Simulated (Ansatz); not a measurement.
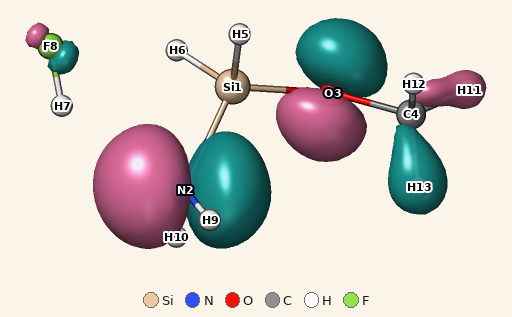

The picture shows: CH7NOSi···HF. The HOMO at ±0.15 Å⁻³ᐟ² (teal and pink are the two phases), seen across its widest extent.

Not at a stationary point (largest force 1.3 eV/Å).

All numbers below come from UKS PBE0-D4/def2-SVP in Ansatz.

```xyz
13

Si   -0.2094    0.1596    0.6397
N     0.7840   -1.3080    0.4016
O    -1.3426    0.4487   -0.5453
C    -1.0513    0.8537   -1.8512
H     0.7630    1.2854    0.6362
H    -1.0137   -0.0485    1.8612
H     1.6597   -0.7711    2.4677
F     1.5586   -0.0628    3.0333
H     1.5047   -1.2776   -0.3145
H     0.2893   -2.1950    0.3500
H    -1.9429    1.3277   -2.2926
H    -0.2257    1.5912   -1.8923
H    -0.7738   -0.0031   -2.4939
```

Question: What is the character of this orbital?

Answer: It lies mainly on N2 (about 45 %) and O3 (about 25 %); largely a combination of lone pairs on N2 and O3. Its energy is −7.69 eV.
